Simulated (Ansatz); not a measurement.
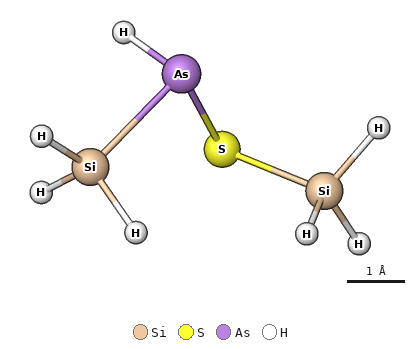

**Figure 1.** The input geometry (ball-and-stick view, seen at a tilt). Bond lengths as drawn: As–H 1.54 Å, As–S 2.31 Å, As–Si 2.40 Å, H–Si 1.50 to 1.51 Å and S–Si 2.16 Å.

Geometry relaxation, with input and output: Si2AsH7S (part 1 of 2)

System: Si2AsH7S, SMILES [SiH3]S[AsH][SiH3].
Method: RKS PBE0-D4/def2-TZVP (Ansatz 0.2.0).

The geometry: PBE-D4/def2-SVP start.

## What the program printed
```
Functional definition: PBE0
  name "PBE0"
  cite "Adamo & Barone, J. Chem. Phys. 110, 6158 (1999) doi:10.1063/1.478522"
  cite "Perdew, Burke & Ernzerhof, Phys. Rev. Lett. 77, 3865 (1996) doi:10.1103/PhysRevLett.77.3865"
  parent pbe
  parameter a = 0.25
  parameter kappa = 0.804
  parameter beta = 0.06672455060314922
  exchange = (1 - a)*pbe_x(kappa = kappa, mu = beta*pi^2/3) + a*exact_x
  correlation = pbe_c(beta = beta)
1538 factors; their error is unknown
mean field evaluation 1: about -87528.7239 eV, gradient 1.8e1 eV
mean field evaluation 2: about -87528.6742 eV, gradient 2.0e1 eV
mean field evaluation 4: about -87529.5763 eV, gradient 1.2e0 eV
mean field evaluation 8: about -87529.9157 eV, gradient 4.2e-1 eV
mean field evaluation 16: about -87529.9158 eV, gradient 4.0e-5 eV
mean field -87529.91582234 eV, -3216.6650765630 hartree, gradient 4.0e-5 eV, S^2 0.000000; 0 other end points of the search recorded, 0 dependent functions left out
the calculation of the forces begins
reference -87529.91586014 eV, -3216.6650779523 hartree; 42, 42 occupied and 159, 159 virtual orbitals, 1538 factors
relax step   1: F+E_penalty+E_count = -87530.20921186 eV  Δ(F+E_penalty+E_count) = +0.000e0 eV  max|allowed force component| = 5.616e-1 eV/Å  Δτ_max = 0.0000 Å  (27 SCF iters, accepted)
these checks for a lower state are left out or cut short: starts, cluster_reference, orbital_swaps, neighbouring_geometries, increment
1538 factors; their error is unknown
mean field -87529.95750547 eV, -3216.6666083900 hartree, gradient 1.7e-5 eV, S^2 0.000000; 0 other end points of the search recorded, 0 dependent functions left out
[... from here on the field's lines of each further geometry are left out, up to the last ...]
relax step   2: F+E_penalty+E_count = -87530.25408970 eV  Δ(F+E_penalty+E_count) = -4.488e-2 eV  max|allowed force component| = 8.065e-2 eV/Å  Δτ_max = 0.0483 Å  (31 SCF iters, accepted)
relax step   3: F+E_penalty+E_count = -87530.25679374 eV  Δ(F+E_penalty+E_count) = -2.704e-3 eV  max|allowed force component| = 3.277e-2 eV/Å  Δτ_max = 0.0238 Å  (31 SCF iters, accepted)
relax step   4: F+E_penalty+E_count = -87530.25757121 eV  Δ(F+E_penalty+E_count) = -7.775e-4 eV  max|allowed force component| = 6.217e-2 eV/Å  Δτ_max = 0.0323 Å  (32 SCF iters, accepted)
relax step   5: F+E_penalty+E_count = -87530.26107041 eV  Δ(F+E_penalty+E_count) = -3.499e-3 eV  max|allowed force component| = 3.561e-2 eV/Å  Δτ_max = 0.0749 Å  (29 SCF iters, accepted)
relax step   6: F+E_penalty+E_count = -87530.26318546 eV  Δ(F+E_penalty+E_count) = -2.115e-3 eV  max|allowed force component| = 9.856e-2 eV/Å  Δτ_max = 0.1333 Å  (29 SCF iters, accepted)
relax step   7: F+E_penalty+E_count = -87530.26479900 eV  Δ(F+E_penalty+E_count) = -1.614e-3 eV  max|allowed force component| = 7.357e-2 eV/Å  Δτ_max = 0.0356 Å  (31 SCF iters, accepted)
relax step   8: F+E_penalty+E_count = -87530.26631995 eV  Δ(F+E_penalty+E_count) = -1.521e-3 eV  max|allowed force component| = 3.510e-2 eV/Å  Δτ_max = 0.0488 Å  (31 SCF iters, accepted)
relax step   9: F+E_penalty+E_count = -87530.26738958 eV  Δ(F+E_penalty+E_count) = -1.070e-3 eV  max|allowed force component| = 1.088e-2 eV/Å  Δτ_max = 0.0440 Å  (30 SCF iters, accepted)
relax step  10: F+E_penalty+E_count = -87530.26844649 eV  Δ(F+E_penalty+E_count) = -1.057e-3 eV  max|allowed force component| = 8.471e-2 eV/Å  Δτ_max = 0.1769 Å  (28 SCF iters, accepted)
relax step  11: F+E_penalty+E_count = -87530.26944827 eV  Δ(F+E_penalty+E_count) = -1.002e-3 eV  max|allowed force component| = 5.106e-2 eV/Å  Δτ_max = 0.0186 Å  (32 SCF iters, accepted)
relax step  12: F+E_penalty+E_count = -87530.27010614 eV  Δ(F+E_penalty+E_count) = -6.579e-4 eV  max|allowed force component| = 2.139e-2 eV/Å  Δτ_max = 0.0589 Å  (29 SCF iters, accepted)
relax step  13: F+E_penalty+E_count = -87530.27076570 eV  Δ(F+E_penalty+E_count) = -6.596e-4 eV  max|allowed force component| = 3.083e-2 eV/Å  Δτ_max = 0.0656 Å  (29 SCF iters, accepted)
relax step  14: F+E_penalty+E_count = -87530.27098085 eV  Δ(F+E_penalty+E_count) = -2.152e-4 eV  max|allowed force component| = 3.020e-2 eV/Å  Δτ_max = 0.0510 Å  (29 SCF iters, accepted)
relax step  15: F+E_penalty+E_count = -87530.27104571 eV  Δ(F+E_penalty+E_count) = -6.486e-5 eV  max|allowed force component| = 2.926e-2 eV/Å  Δτ_max = 0.0323 Å  (30 SCF iters, accepted)
relax step  16: F+E_penalty+E_count = -87530.27118075 eV  Δ(F+E_penalty+E_count) = -1.350e-4 eV  max|allowed force component| = 1.657e-2 eV/Å  Δτ_max = 0.0053 Å  (31 SCF iters, accepted)
relax step  17: F+E_penalty+E_count = -87530.27124862 eV  Δ(F+E_penalty+E_count) = -6.787e-5 eV  max|allowed force component| = 5.349e-3 eV/Å  Δτ_max = 0.0085 Å  (32 SCF iters, accepted)
relax step  18: F+E_penalty+E_count = -87530.27125607 eV  Δ(F+E_penalty+E_count) = -7.454e-6 eV  max|allowed force component| = 1.654e-3 eV/Å  Δτ_max = 0.0034 Å  (33 SCF iters, accepted)
the calculation of the forces begins
reference -87529.98465303 eV, -3216.6676060445 hartree; 42, 42 occupied and 159, 159 virtual orbitals, 1538 factors
relax step  19: F+E_penalty+E_count = -87530.27125910 eV  Δ(F+E_penalty+E_count) = -3.032e-6 eV  max|allowed force component| = 1.474e-3 eV/Å  Δτ_max = 0.0058 Å  (32 SCF iters, accepted)
1538 factors; their error is unknown
mean field evaluation 160: about -87529.9846 eV, gradient 8.2e-2 eV
```

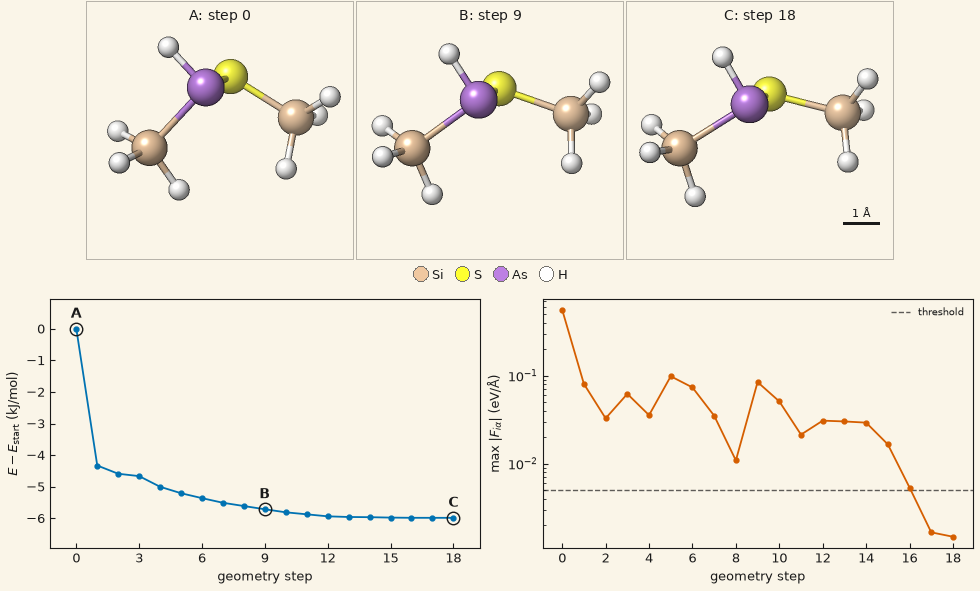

**Figure 2.** Frames of the relaxation (ball-and-stick view, seen at a tilt) above the curves, on which the letters mark them (the first geometry is step 0 here and step 1 in the log).

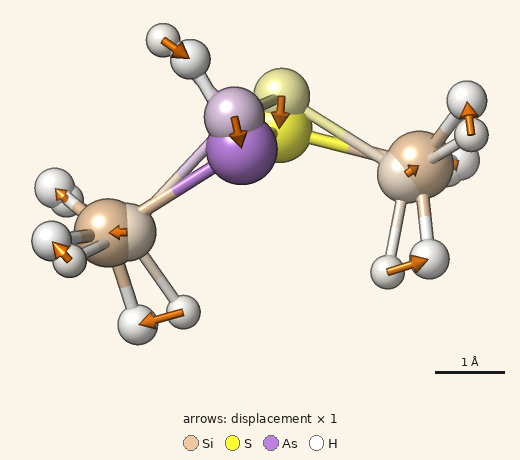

**Figure 3.** Start (faint) and end (solid) with the displacements as orange arrows, at true length (ball-and-stick view, seen at a tilt). The two geometries are laid on each other by the best rigid fit. H10 moves most after the best rigid fit: 0.69 Å. Largest moves by element: H 0.69 Å, S 0.50 Å, As 0.50 Å, Si 0.28 Å. Among the contacts that change: S2–As3 2.309 → 2.261 Å, As3–Si4 2.399 → 2.368 Å, Si1–S2 2.162 → 2.134 Å, Si1–H5 1.506 → 1.485 Å. Among the angles that change: S2–As3–H8 92.2° → 95.4°. Over 18 geometry steps the energy falls by 5.99 kJ/mol. Largest force component: 0.56 eV/Å at the start, 0.0015 eV/Å at the end. (Atoms are counted from 1 in the order of the input.)

```
mean field -87529.98461422 eV, -3216.6676046183 hartree, gradient 1.8e-5 eV, S^2 0.000000; 1 other end points of the search recorded, 0 dependent functions left out
the calculation of the forces begins
reference -87529.98465303 eV, -3216.6676060445 hartree; 42, 42 occupied and 159, 159 virtual orbitals, 1538 factors
Total energy: -87530.27129791 eV, -3216.6781400495 hartree
Atom 0 at     0.311562     2.503355     0.082838 Å, force    -0.000058    -0.000736     0.000980 eV/Å
Atom 1 at    -0.305357     0.733572     1.102956 Å, force     0.000667     0.000176    -0.001281 eV/Å
Atom 2 at     1.033412    -0.678754    -0.047346 Å, force    -0.001032    -0.000303     0.000585 eV/Å
Atom 3 at    -0.698952    -2.255038    -0.398323 Å, force     0.000208     0.001192     0.001474 eV/Å
Atom 4 at     0.054012     2.394861    -1.376086 Å, force     0.000273    -0.000153     0.000197 eV/Å
Atom 5 at    -0.496795     3.608548     0.656895 Å, force     0.000156    -0.000073    -0.000165 eV/Å
Atom 6 at     1.757902     2.765726     0.294684 Å, force    -0.000619    -0.000012    -0.000160 eV/Å
Atom 7 at     1.567265    -1.404825     1.182437 Å, force    -0.000106     0.000161    -0.000930 eV/Å
Atom 8 at    -1.458355    -2.510231     0.851088 Å, force    -0.000028     0.000084    -0.000597 eV/Å
Atom 9 at    -1.598863    -1.690386    -1.434293 Å, force     0.000232    -0.000058     0.000014 eV/Å
Atom 10 at    -0.100432    -3.523927    -0.894151 Å, force     0.000306    -0.000277    -0.000118 eV/Å
Dipole moment:     0.094494    -0.128000    -0.109278 e Å
```

## Trajectory as extended XYZ (Å, eV, eV/Å), 19 frames, from step=1 to step=19
```
11
Properties=species:S:1:pos:R:3:forces:R:3 step=1 energy=-87530.20921
Si    0.1925    2.3152   -0.0010   -0.0231  -0.0385   0.0996
S     0.0560    0.7223    1.4543    0.2927   0.0290  -0.5616
As    1.3437   -0.8201    0.3163   -0.4986   0.0175   0.4002
Si   -0.6022   -1.9985   -0.4467   -0.0705   0.0034  -0.0622
H    -0.3769    1.8968   -1.3310    0.1411   0.0662   0.3127
H    -0.6297    3.4354    0.5712    0.1822  -0.2478  -0.1374
H     1.6124    2.7692   -0.2079   -0.3201  -0.1382   0.0647
H     1.4881   -1.7103    1.5661   -0.0017   0.1688  -0.2549
H    -1.5311   -2.3332    0.6863    0.2274   0.0842  -0.2457
H    -1.2830   -1.0738   -1.4175    0.1388  -0.2087   0.2184
H    -0.2043   -3.2602   -1.1695   -0.0681   0.2641   0.1662
11
Properties=species:S:1:pos:R:3:forces:R:3 step=2 energy=-87530.25409
Si    0.1897    2.2930    0.0028    0.0196  -0.0268   0.0172
S     0.0512    0.7148    1.4362    0.0261   0.0152  -0.0595
As    1.3152   -0.8025    0.3118   -0.0365   0.0640   0.0595
Si   -0.5993   -1.9733   -0.4484   -0.0718  -0.0576  -0.0127
H    -0.3668    1.8611   -1.3111    0.0390   0.0371   0.0606
H    -0.6253    3.4070    0.5590    0.0462  -0.0560  -0.0434
H     1.6018    2.7246   -0.1927   -0.0806  -0.0176   0.0086
H     1.4835   -1.6888    1.5422    0.0074   0.0191  -0.0486
H    -1.5064   -2.3020    0.6841    0.0385   0.0123  -0.0683
H    -1.2845   -1.0655   -1.4094    0.0332  -0.0556   0.0504
H    -0.1937   -3.2255   -1.1539   -0.0210   0.0660   0.0363
11
Properties=species:S:1:pos:R:3:forces:R:3 step=3 energy=-87530.25679
Si    0.1959    2.2912    0.0079   -0.0092   0.0280   0.0044
S     0.0452    0.7212    1.4409   -0.0065  -0.0108  -0.0022
As    1.3017   -0.7841    0.3049   -0.0148  -0.0170  -0.0023
Si   -0.6025   -1.9816   -0.4442   -0.0182   0.0131  -0.0221
H    -0.3519    1.8686   -1.3072    0.0035  -0.0150  -0.0086
H    -0.6184    3.4044    0.5534   -0.0047   0.0151  -0.0015
H     1.6020    2.7258   -0.1848    0.0184  -0.0070   0.0124
H     1.4864   -1.6780    1.5235    0.0328  -0.0003   0.0110
H    -1.5120   -2.3147    0.6787    0.0005  -0.0008   0.0158
H    -1.2880   -1.0819   -1.4047   -0.0218  -0.0036  -0.0119
H    -0.1929   -3.2279   -1.1476    0.0200  -0.0017   0.0050
11
Properties=species:S:1:pos:R:3:forces:R:3 step=4 energy=-87530.25757
Si    0.1980    2.2940    0.0121    0.0131   0.0130  -0.0109
S     0.0376    0.7227    1.4410   -0.0231  -0.0224   0.0408
As    1.2900   -0.7819    0.3026    0.0092   0.0241  -0.0622
Si   -0.6131   -1.9838   -0.4476    0.0336  -0.0104   0.0398
H    -0.3389    1.8688   -1.3054   -0.0075  -0.0150  -0.0273
H    -0.6167    3.4107    0.5466   -0.0196   0.0234   0.0138
H     1.6059    2.7233   -0.1702    0.0360   0.0053   0.0082
H     1.5166   -1.6668    1.5210   -0.0261  -0.0078  -0.0013
H    -1.5188   -2.3194    0.6762   -0.0203  -0.0103   0.0264
H    -1.3072   -1.0968   -1.4121   -0.0073   0.0231  -0.0167
H    -0.1880   -3.2277   -1.1434    0.0121  -0.0230  -0.0105
11
Properties=species:S:1:pos:R:3:forces:R:3 step=5 energy=-87530.26107
Si    0.2102    2.3117    0.0196   -0.0081   0.0174   0.0270
S    -0.0039    0.7130    1.4147    0.0015   0.0187  -0.0159
As    1.2685   -0.7607    0.2560   -0.0142  -0.0230   0.0356
Si   -0.6238   -2.0064   -0.4388    0.0029  -0.0108   0.0085
H    -0.2786    1.9082   -1.3245    0.0007  -0.0088  -0.0101
H    -0.6216    3.4242    0.5419    0.0010   0.0004  -0.0023
H     1.6270    2.7371   -0.0997    0.0135   0.0041   0.0037
H     1.5273   -1.6433    1.4726    0.0025   0.0165  -0.0318
H    -1.5074   -2.3381    0.7060    0.0063   0.0023   0.0027
H    -1.3465   -1.1477   -1.4094   -0.0108   0.0067  -0.0060
H    -0.1858   -3.2553   -1.1177    0.0047  -0.0234  -0.0114
11
Properties=species:S:1:pos:R:3:forces:R:3 step=6 energy=-87530.26319
Si    0.2346    2.3575    0.0378    0.0241  -0.0543  -0.0148
S    -0.0713    0.7108    1.3688    0.0349   0.0635  -0.0858
As    1.2180   -0.7293    0.1846   -0.0162  -0.0956   0.0986
Si   -0.6451   -2.0619   -0.4307   -0.0405   0.0518   0.0133
H    -0.1700    1.9821   -1.3476    0.0283   0.0330   0.0763
H    -0.6262    3.4640    0.5303    0.0251  -0.0276  -0.0019
H     1.6641    2.7761    0.0209   -0.0885  -0.0158   0.0044
H     1.5565   -1.6036    1.3930   -0.0089   0.0767  -0.0726
H    -1.4861   -2.3822    0.7519    0.0213   0.0078  -0.0366
H    -1.4189   -1.2505   -1.4067    0.0030  -0.0353   0.0245
H    -0.1902   -3.3202   -1.0816    0.0172  -0.0042  -0.0053
```
